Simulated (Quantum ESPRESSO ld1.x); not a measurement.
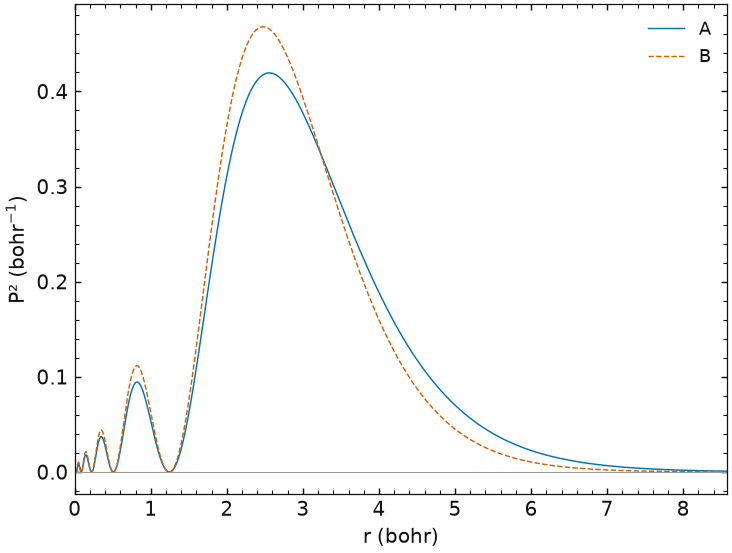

Two charge states of rhenium were computed: Re in [Xe] 4f14 5d5 6s2 (open shells shared over both j by 2j + 1); Re⁺ in [Xe] 4f14 5d5 6s1 (open shells shared over both j by 2j + 1). Level of theory: Dirac Kohn-Sham, relativistic LDA (MacDonald-Vosko exchange, VWN5 correlation), spin-unpolarised, spherical densities, point nucleus. Computed with Quantum ESPRESSO ld1.x 7.5.

The plot shows P² of the 6s orbital in both runs (large components where relativistic).

### Assign A and B.

A is Re in [Xe] 4f14 5d5 6s2 (open shells shared over both j by 2j + 1) (⟨r⟩ = 3.06 bohr, eigenvalue −6.13 eV); B is Re⁺ in [Xe] 4f14 5d5 6s1 (open shells shared over both j by 2j + 1) (⟨r⟩ = 2.85 bohr, eigenvalue −12.9 eV). Fewer electrons screen less, so the orbital shrinks.
